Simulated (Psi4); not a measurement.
# CH2BN− (SMILES [BH2-]C#N): UPBE0/2ZaPa-NR (sweep point 1)

Aim: the vertical doublet–quartet gap of CH2BN− at UPBE0/2ZaPa-NR (sweep point 1), from 2 runs. 

Program for the calculation: Psi4 1.11.

## 1. Starting point

The species is CH2BN− (5 atoms), meant as a doublet with charge -1. As SMILES, `[BH2-]C#N`. The shape is that of a GFN2-xTB optimisation.

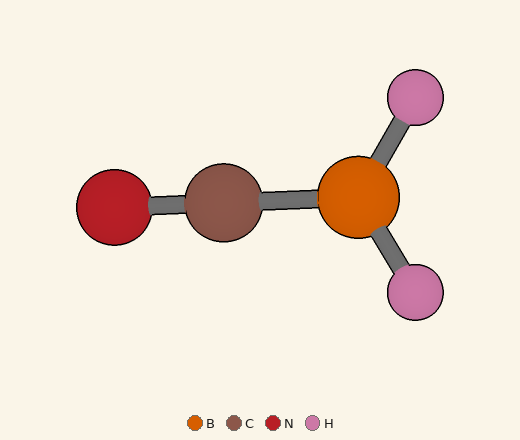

Viewed from a chosen angle; boron orange, carbon brown, nitrogen red, hydrogen pink.

## 2. A single-point energy at UPBE0/2ZaPa-NR (sweep point 1)

ch2bn.in

```
memory 1600 MB

molecule m {
  -1 2
  B     -0.479260     0.201310    -0.246440
  C      0.740110    -0.310900     0.381160
  N      1.729380    -0.727540     0.890010
  H     -0.889380    -0.271730    -1.280950
  H     -1.100840     1.108860     0.256220
  symmetry c1
}

set {
  basis                2ZaPa-NR
  reference            uks
  puream               true
  scf_type             pk
  dft_radial_points    99
  dft_spherical_points 590
  maxiter              150
}

E = energy('pbe0')
```

On the command line:

```sh
psi4 -n 1 ch2bn.in ch2bn.out
```

ch2bn.out:

```text
[...]
  Running in c1 symmetry.
[...]
  Nuclear repulsion =   46.054610857130797
[...]
  Multiplicity = 2
[...]
  Nalpha       = 11
  Nbeta        = 10
[...]
    Number of basis functions: 66
[...]
   @UKS iter   1:  -118.50609987865104   -6.79779e-01   9.17305e-03 ADIIS/DIIS
[...]
   @UKS iter  11:  -118.77494880850416   -2.36790e-08   2.55395e-07 DIIS
[...]
   @S^2 Observed:                7.604967219E-01
[...]
    Orbital Energies [Eh]
    ---------------------
    Alpha Occupied:
       1A    -14.176378     2A    -10.042816     3A     -6.556462
       4A     -0.708719     5A     -0.397401     6A     -0.225266
       7A     -0.180880     8A     -0.168194     9A     -0.163522
      10A     -0.111035    11A      0.025434
    Alpha Virtual:
      12A      0.130119    13A      0.136332    14A      0.140367
      15A      0.145631    16A      0.187646    17A      0.196330
      18A      0.216102    19A      0.235619    20A      0.249518
      21A      0.266836    22A      0.291313    23A      0.298229
      24A      0.318768    25A      0.345555    26A      0.350632
[...]
  @UKS Final Energy:  -118.77494880850416
   => Energetics <=
    Nuclear Repulsion Energy =             46.0546108571307968
    One-Electron Energy =                -255.0361038097656490
    Two-Electron Energy =                 103.1888792122852010
    DFT Exchange-Correlation Energy =     -12.9823350681545069
    Empirical Dispersion Energy =           0.0000000000000000
    VV10 Nonlocal Energy =                  0.0000000000000000
    Total Energy =                       -118.7749488085041634
[...]
 Multipole Moments:
 ------------------------------------------------------------------------------------
     Multipole            Electronic (a.u.)      Nuclear  (a.u.)        Total (a.u.)
 ------------------------------------------------------------------------------------
 L = 1.  Multiply by 2.5417464519 to convert [e a0] to [Debye]
 Dipole X            :          2.3136966           -2.0212242            0.2924723
 Dipole Y            :         -0.9730239            0.8504340           -0.1225899
 Dipole Z            :          1.1912819           -1.0409714            0.1503104
 Magnitude           :                                                    0.3509438
[...]
```

Run time: 12 s. Hardware: 1 thread of Intel Xeon Platinum 8488C (Sapphire Rapids), shared host; peak memory 0.78 GiB.

## 3. The quartet, same level

ch2bn.dat

```
memory 1.6 GB

molecule geom {
  -1 4
  B     -0.479260     0.201310    -0.246440
  C      0.740110    -0.310900     0.381160
  N      1.729380    -0.727540     0.890010
  H     -0.889380    -0.271730    -1.280950
  H     -1.100840     1.108860     0.256220
  symmetry c1
}

set {
  reference uks
  puream true
  scf_type pk
  dft_radial_points 99
  dft_spherical_points 590
  maxiter 150
}

e, wfn = energy("pbe0/2ZaPa-NR", return_wfn=True)
```

On the command line:

```sh
psi4 -i ch2bn.dat -o ch2bn.out -n 1
```

ch2bn.out:

```text
[...]
  Running in c1 symmetry.
[...]
  Nuclear repulsion =   46.054610857130797
[...]
  Multiplicity = 4
[...]
  Nalpha       = 12
  Nbeta        = 9
[...]
    Number of basis functions: 66
[...]
   @UKS iter   1:  -118.16483130451057   -3.38510e-01   1.10183e-02 DIIS/ADIIS
[...]
   @UKS iter  14:  -118.56499960207069   -1.24938e-08   2.61067e-07 DIIS
[...]
   @S^2 Observed:                3.760860053E+00
[...]
    Orbital Energies [Eh]
    ---------------------
    Alpha Occupied:
       1A    -14.285969     2A    -10.129543     3A     -6.624375
       4A     -0.839785     5A     -0.474256     6A     -0.313069
       7A     -0.300226     8A     -0.260990     9A     -0.258049
      10A     -0.217071    11A     -0.043631    12A      0.064460
    Alpha Virtual:
      13A      0.100408    14A      0.104155    15A      0.117642
      16A      0.117808    17A      0.158443    18A      0.169232
      19A      0.187732    20A      0.217717    21A      0.220845
      22A      0.231444    23A      0.257360    24A      0.283759
      25A      0.295889    26A      0.304957    27A      0.327756
[...]
  @UKS Final Energy:  -118.56499960207069
   => Energetics <=
    Nuclear Repulsion Energy =             46.0546108571307968
    One-Electron Energy =                -253.1756727859939815
    Two-Electron Energy =                 101.4609832481891658
    DFT Exchange-Correlation Energy =     -12.9049209213966680
    Empirical Dispersion Energy =           0.0000000000000000
    VV10 Nonlocal Energy =                  0.0000000000000000
    Total Energy =                       -118.5649996020706851
[...]
 Multipole Moments:
 ------------------------------------------------------------------------------------
     Multipole            Electronic (a.u.)      Nuclear  (a.u.)        Total (a.u.)
 ------------------------------------------------------------------------------------
 L = 1.  Multiply by 2.5417464519 to convert [e a0] to [Debye]
 Dipole X            :          3.2148705           -2.0212242            1.1936463
 Dipole Y            :         -1.3471945            0.8504340           -0.4967605
 Dipole Z            :          1.6590203           -1.0409714            0.6180489
 Magnitude           :                                                    1.4330202
[...]
```

Wall time 14 s (1 thread of Intel Xeon Platinum 8488C (Sapphire Rapids), shared host); peak memory 0.78 GiB.

## 4. Summary of results

Level: UPBE0/2ZaPa-NR (sweep point 1).

| quantity | value |
| --- | --- |
| doublet: total energy | -118.77495 Eh |
| doublet: HOMO energy (highest over α and β) | 0.69 eV |
| doublet: LUMO energy (lowest over α and β) | 3.54 eV |
| doublet: ⟨S²⟩ | 0.760 |
| quartet: total energy | -118.56500 Eh |
| quartet: HOMO energy (highest over α and β) | 1.75 eV |
| quartet: ⟨S²⟩ | 3.761 |
| vertical energy of the quartet above the doublet | 5.713 eV |

What this shows: At this shape the quartet lies 5.71 eV (551 kJ/mol) above the doublet. For an anion a state so high probably lies above electron detachment. The HOMO (doublet) lies at positive energy, 0.69 eV; only total energies tell whether the electron is bound. The HOMO (quartet) lies at positive energy, 1.75 eV; only total energies tell whether the electron is bound.
